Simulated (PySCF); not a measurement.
**C3H6N2Si: electronic excitations and core binding energies**

Aim: predict the electronic excitations and core binding energies of C3H6N2Si (`[SiH3]n1cccn1`).

Computed with PySCF 2.14.0, with density-fitted response routines of our own, on a single molecule in the gas phase. Atoms are numbered from 0 throughout.

### 1 The starting structure

12 atoms, charge 0, multiplicity 1; geometry from: GFN2-xTB.

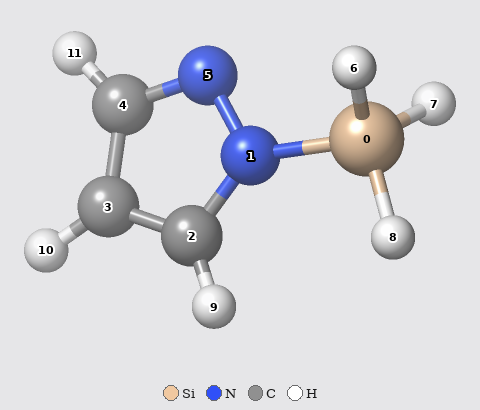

The starting geometry (silicon light orange, nitrogen blue, carbon grey, hydrogen white), atoms numbered.

### 2 Ultraviolet spectrum: CAM-B3LYP/def2-SVPD

What the job is given:

```
{"job": {"kind": "uv", "xc": "CAM-B3LYP", "basis": "def2-SVPD", "nstates": 8, "ntriplets": 3}, "charge": 0, "multiplicity": 1}
Si     2.049078     0.021596    -0.233103
N      0.301519    -0.001400    -0.071187
C     -0.520852     0.111938     0.999722
C     -1.810065     0.023817     0.549266
C     -1.678518    -0.146638    -0.841476
N     -0.415881    -0.159589    -1.196223
H      2.388754     1.145168    -1.099638
H      2.447378    -1.262989    -0.799079
H      2.531004     0.204841     1.136825
H     -0.123789     0.245157     1.985766
H     -2.715106     0.074524     1.118743
H     -2.452324    -0.257110    -1.575643
```

Method: TDDFT CAM-B3LYP/def2-SVPD, vertical, gas phase, core orbitals frozen in the response.

The run is started by

```bash
> OMP_NUM_THREADS=1 python probes_run.py task.json out
```

One launch serves the whole session: the jobs run in the order shown.

**Question.** This job is followed by: delta-SCF UKS SCAN, pcX-2 on the ionised atom, pcseg-1 elsewhere, spin-free X2C. What will the session give for the following? lowest singlet (CAM-B3LYP/def2-SVPD); brightest single state of those computed; lowest triplet; C1s binding energies, SCAN/pcX-2; N1s binding energies, SCAN/pcX-2; Si1s binding energies, SCAN/pcX-2; Si2p binding energies, SCAN/pcX-2.

The runs gave:

| quantity | value |
| --- | --- |
| lowest singlet (CAM-B3LYP/def2-SVPD) | 6.57 eV (189 nm), f = 0.109 |
| brightest single state of those computed | state 4, 6.96 eV, f = 0.114 |
| lowest triplet | 4.61 eV |
| C1s binding energies, SCAN/pcX-2 | C2 291.14, C4 290.78, C3 290.14 eV |
| N1s binding energies, SCAN/pcX-2 | N1 406.14, N5 404.86 eV |
| Si1s binding energies, SCAN/pcX-2 | Si0 1847.38 eV |
| Si2p binding energies, SCAN/pcX-2 | Si0 107.79 eV |

**Reading.** The first singlet state (HOMO→LUMO+1 0.73, HOMO−1→LUMO+1 0.15) lies at 6.57 eV and is bright; of the 8 states computed, the strongest absorption comes from state 4 at 6.96 eV. The lowest triplet lies 1.96 eV below the lowest singlet (triplets in Tamm-Dancoff, singlets in full TDDFT). The C1s levels kept as sound span 1.00 eV, from C3 (aromatic CH) up to C2 (aromatic CH next to a ring nitrogen). The N1s levels kept as sound span 1.28 eV, from N5 (pyridine-type nitrogen of an azole) up to N1 (pyrrole-type ring nitrogen).
